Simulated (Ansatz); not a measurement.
Input

```
crystal:
  periodic: [false, false, false]
  atoms:
    - { symbol: Ga, position_ang: [0.0, 0.0, 0.0] }
    - { symbol: "N", position_ang: [0.0, 0.0, 2.28] }
    - { symbol: H, position_ang: [-0.877, -0.2713, 2.81] }
    - { symbol: H, position_ang: [0.877, 0.2713, 2.81] }
    - { symbol: "N", position_ang: [1.6714, 0.0, -0.965] }
    - { symbol: H, position_ang: [2.138, -0.9179, -1.2168] }
    - { symbol: H, position_ang: [2.1227, 0.9179, -1.2432] }
    - { symbol: "N", position_ang: [-1.6714, 0.0, -0.965] }
    - { symbol: H, position_ang: [-2.3403, -0.8164, -0.8664] }
    - { symbol: H, position_ang: [-1.9204, 0.8164, -1.5936] }
    - { symbol: O, position_ang: [-0.6081, 1.8879, 0.659] }
    - { symbol: H, position_ang: [-1.5382, 2.0813, 0.316] }
    - { symbol: H, position_ang: [-0.3905, 1.2125, 1.8185] }
basis:
  gaussian: { orbitals: def2-SVP }
hamiltonian:
  xc: b3lyp
  dispersion: d4
relax:
  f_tol: 0.15
  max_steps: 25
  restrain:
    - { distance: [0, 10], at: 2.99, k: 30.0 }
    - { distance: [12, 1], at: 2.26, k: 30.0 }
    - { distance: [0, 1], at: 1.93, k: 30.0 }
    - { distance: [12, 10], at: 1.01, k: 30.0 }
output:
  orbitals: {}
```

Command:

```sh
ansatz run input.yaml --threads 4 --pin off --max-ram 5120MiB --backend cpu --events-out ev --progress --plain --runs-dir out
```

The fields are those of the run's last geometry, not of the input's.

Not at a stationary point (largest force 1.0 eV/Å).

Level of theory: Ansatz 0.2.0, RKS B3LYP-D4/def2-SVP.

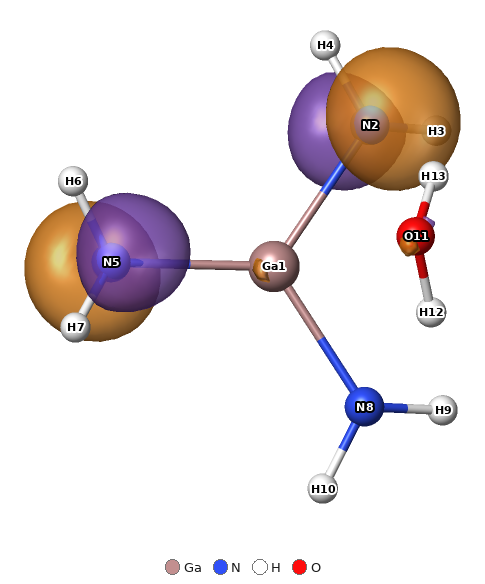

GaH6N3···H2O. The HOMO−1 at ±0.2 Å⁻³ᐟ² (orange and purple are the two phases), seen across its widest extent.

Question: Where does this orbital lie, and at what energy?

Answer: It lies mainly on N2 (about 40 %), N5 (about 40 %) and Ga1 (about 10 %); largely a combination of lone pairs on N2 and N5. Its energy is −6.73 eV.
